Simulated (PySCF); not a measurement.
Ionisation energy of N⁺ ([He] 2s² 2p² → [He] 2s² 2p). PySCF, x2c-QZVPPall, spin-free X2C-1e, unrestricted single determinants, no spin-orbit coupling. Methods marked “subvalence” freeze no core electrons.

By method:

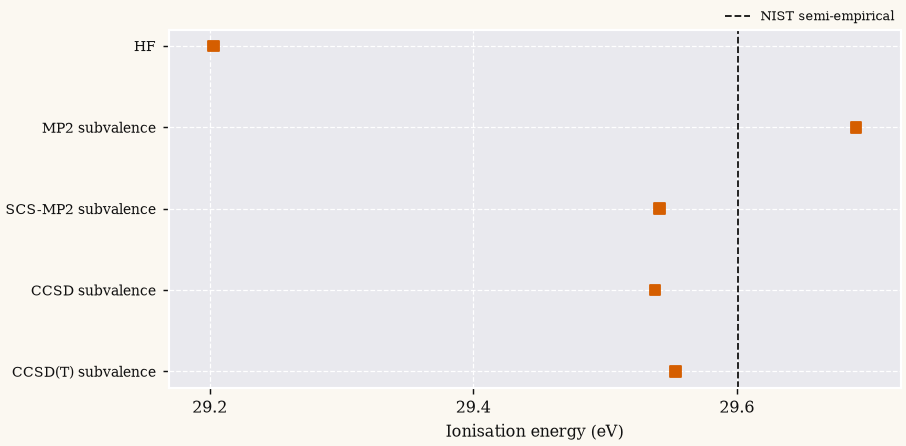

```tsv
Method	Ionisation energy (eV)
HF	29.203
MP2 subvalence	29.690
SCS-MP2 subvalence	29.541
CCSD subvalence	29.538
CCSD(T) subvalence	29.553
```

The values run from 29.203 eV (HF) to 29.690 eV (MP2 subvalence). The NIST semi-empirical value is 29.601 eV; nearest to it come CCSD(T) subvalence (−0.048) and SCS-MP2 subvalence (−0.060), furthest HF (−0.398 eV).
